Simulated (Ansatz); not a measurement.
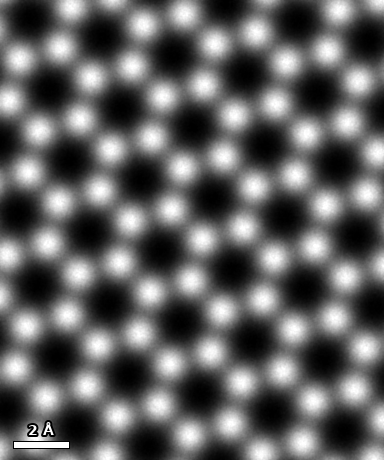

HAADF-like image of a crystal. The image is simulated as a sum over atoms of Z^1.7, blurred by a 1.06 Å probe (no channelling). Shot noise was added.

Q: Give the net of the columns and its spacings.

A: The pattern repeats on a hexagonal net with a repeat of 2.7 Å.

Q: Which plane group does this projection have?

A: p6mm: sixfold points with mirror lines through them.

Q: How many columns does the smallest repeating cell hold, and how many levels of brightness?

A: 2 columns in the primitive cell of 6.3 Å², all of one brightness.

The crystal is Ru (P6_3/mmc, No. 194) seen along [001]. Atomic positions: the end point of a relaxation at fixed volume with Ansatz 0.2.0, DFT r2SCAN, scalar-relativistic, plane waves, PAW.
